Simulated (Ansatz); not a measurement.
**ClF2H3OSi2: density, localisation and related maps**

| atom | x (Å) | y (Å) | z (Å) |
| --- | --- | --- | --- |
| Cl | 4.2359 | 2.0931 | -0.8787 |
| F | 0.0141 | -0.3740 | 1.5817 |
| F | 0.5576 | 2.0358 | 0.8188 |
| O | 2.3307 | 0.1208 | 0.4345 |
| Si | 1.1982 | 0.7042 | 1.4559 |
| Si | 3.1359 | 0.3505 | -0.9960 |
| H | 1.7490 | 0.9887 | 2.7852 |
| H | 4.0643 | -0.7876 | -1.1774 |
| H | 2.1680 | 0.4881 | -2.1111 |

Geometry: r2SCAN-D4/def2-SVP.

Method: Ansatz 0.2.0, isolated molecule in a Gaussian basis; Kohn-Sham density functional theory, functional PBE0.

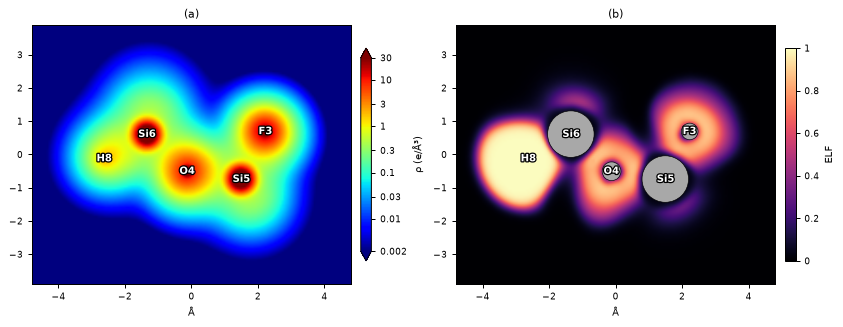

Figure 1. (a) total electron density; (b) electron localisation function on the plane of atoms Si5, O4 and Si6. Grey discs cover the atomic cores in the ELF map.

> Interpret the plot.

Atoms in the plane: F, O, Si and H. Si–F (1.61 Å): ρ at the midpoint is about 1.1 e/Å³; the ELF peaks at about 0.85 in the valence shell of F, 0.6 Å from its nucleus, and is about 0.50 at the midpoint. Si–O (1.63 Å): ρ at the midpoint is about 1.1 e/Å³; the ELF peaks at about 0.85 between the atoms, as expected for a shared but strongly polarised pair. Si–H (1.48 Å): the density is about 0.81 e/Å³ at the midpoint; the ELF climbs to about 1 towards the hydrogen, as it does in any bond to H. The ELF also peaks beside O4 and F3, away from the bonds: lone-pair regions.

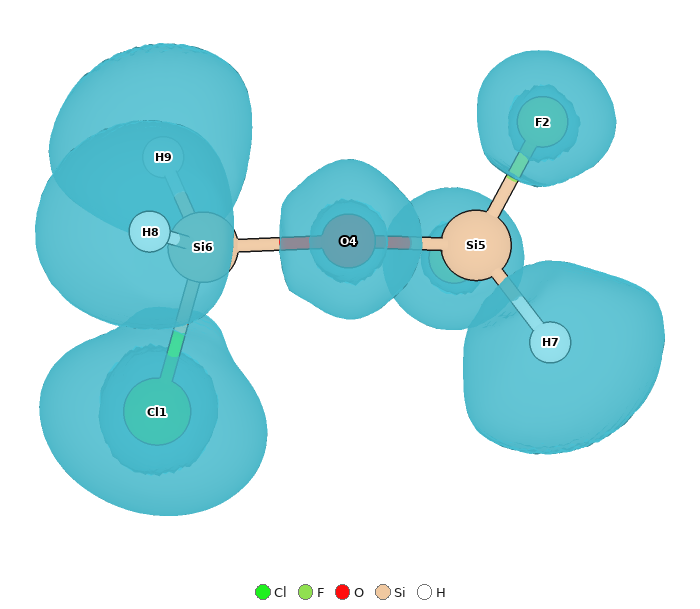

Figure 2. Isosurface of the electron localisation function at 0.75 (cyan), seen at a tilt. Only the valence region is drawn (cores and ρ < 0.01 e/Å³ removed).

> What do the ELF domains correspond to?

The surface consists of three regions around hydrogen nuclei, one region on Cl in which the atom's valence shell and bonds are merged, two regions wrapped around F (its lone pairs, merged into a ring or cap) and one region wrapped around O (its lone pairs, merged into a ring or cap).

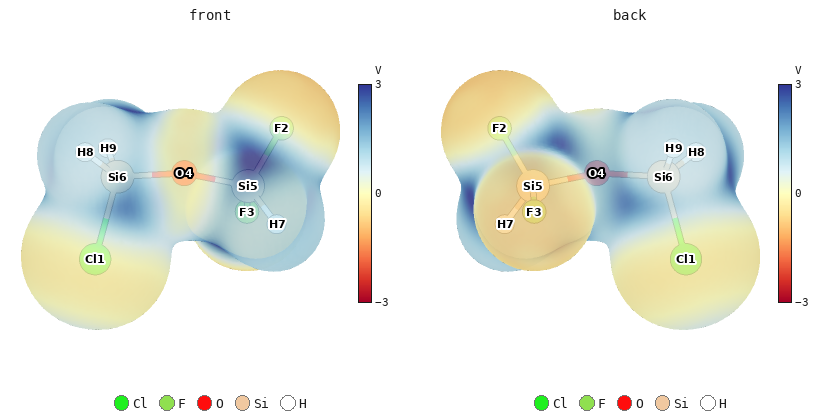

Figure 3. The electrostatic potential painted on the density surface at 0.004 e/bohr³, seen from the front and from behind; the colour scale runs from red (negative) to blue (positive).

> Describe the electrostatic potential map.

The most negative region (about −0.8 V) lies over F2 and F3, the most positive (about +2.9 V) over Si5 and Si6. Cl1 shows a σ-hole: about +0.5 V at the tip opposite its bond, against about −0.2 V on its flanks.

> How polar is the molecule by this calculation?

Its dipole moment is 1.31 D.
